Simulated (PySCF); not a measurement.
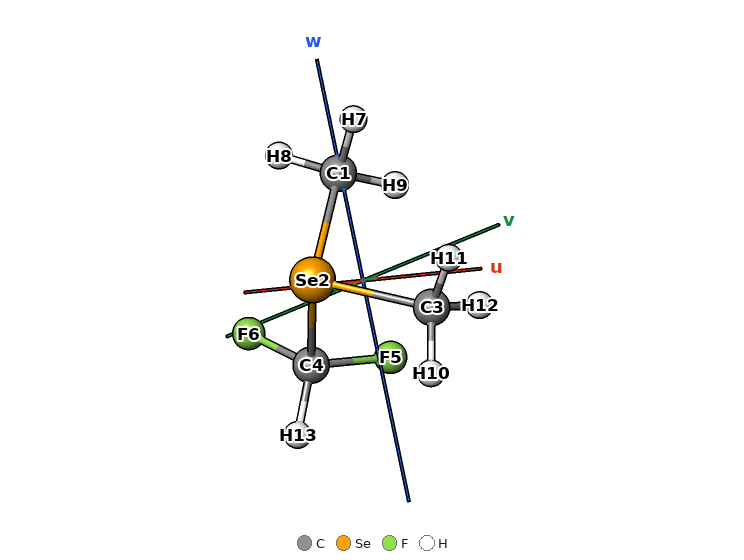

The lines u, v and w are the principal axes of the static dipole polarisability. The species has charge +1 and is a spin singlet. The geometry was computed by an optimisation with GFN2-xTB. No frequency run is at hand to confirm it as a minimum. Computed with B3LYP/def2-SVPD (PySCF 2.14.0).

Along which axis is the molecule most polarisable, and along which least?

Most along v (close to the long direction C3···F6), least along u.

Give the three principal values.

u 52.8, v 68.0, w 64.8 bohr³; mean 61.9, anisotropy 13.9 bohr³.

The geometry is semi-empirical. Around Se such bond lengths and angles can be off by a tenth of an ångström or more and by several degrees, and values that hang on the shape move with them.
